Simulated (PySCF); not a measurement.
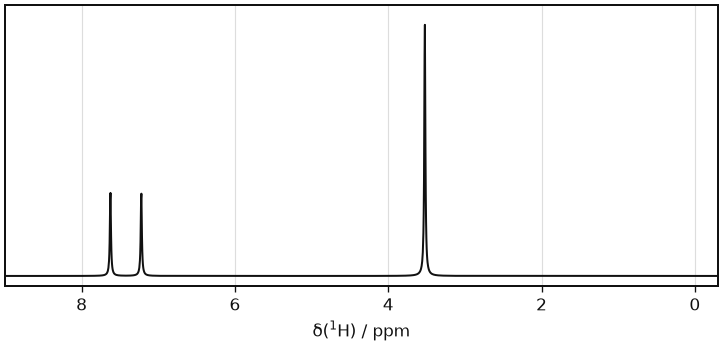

GIAO shifts, PBE0/pcSseg-1 (IEF-PCM chloroform) in PySCF, at a PBE0-D3(BJ)/def2-SVP geometry (no frequency check), against TMS for ¹H computed at the same level. fully decoupled, line heights follow the number of nuclei, widths are arbitrary (no quadrupolar broadening); values of one conformer, averaged over methyl-type rotors and exact or near symmetry.

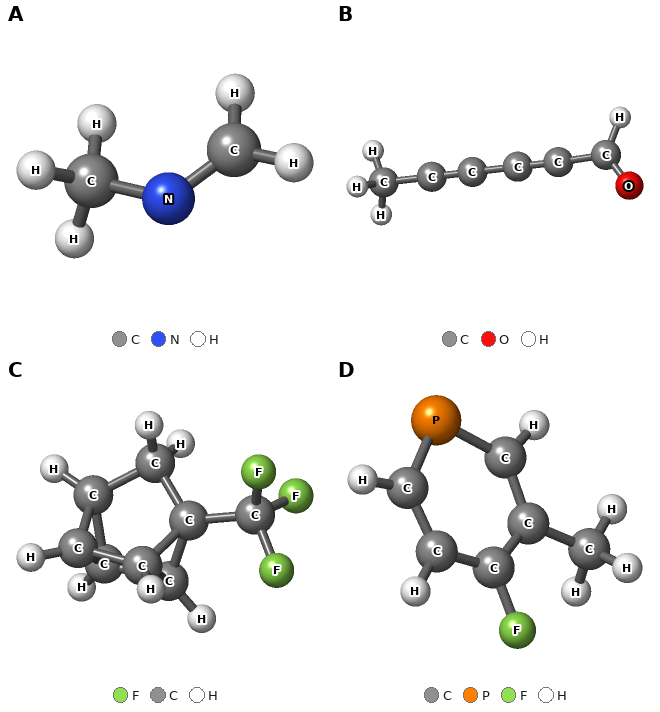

Which structure fits the spectrum? The candidates are drawn in the second picture.

Structure A, C₂H₅N (N-methylmethanimine), SMILES C=NC. Its ¹H signals: 7.62 (1 H), 7.22 (1 H), 3.52 (3 H) ppm.
